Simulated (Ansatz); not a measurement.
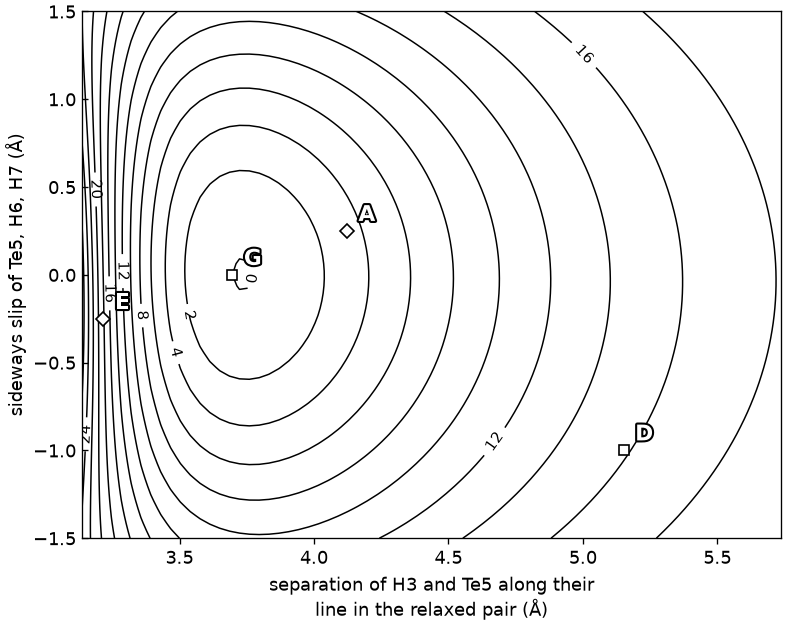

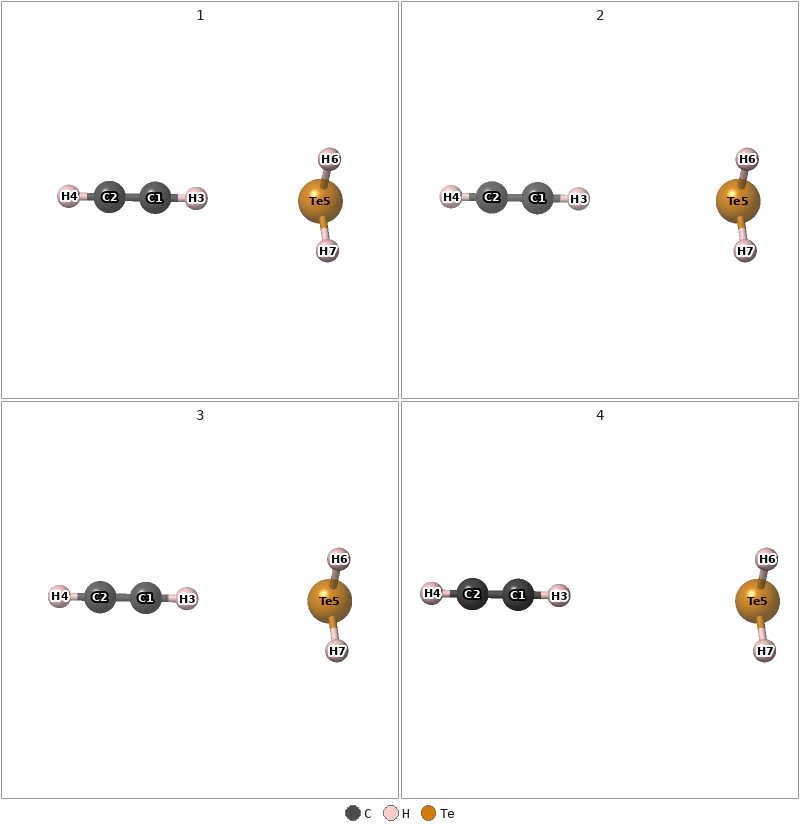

The pair C₂H₂···H₂Te. Coordinates scanned: (1) separation of H3 and Te5 along their line in the relaxed pair; (2) sideways slip of Te5, H6, H7. Nothing is relaxed (both partners rigid). The scan uses a 13 × 13 grid. Points are written as (first, second). Energies are in meV, from the lowest grid point. All numbers below come from RHF/def2-TZVPD in Ansatz.

Drawn: contour lines labelled in meV, lettered points. Between grid points the surface is interpolated. The numbered pictures are the structures at these points, in random order.

Q: Which structure belongs to which point?

A: A is structure 2: (4.122 Å, 0.25 Å), 3.3 meV; D is structure 4: (5.151 Å, −1.00 Å), 15.8 meV; E is structure 1: (3.217 Å, −0.25 Å), 18.1 meV; G is structure 3: (3.696 Å, 0.00 Å), 0.0 meV.
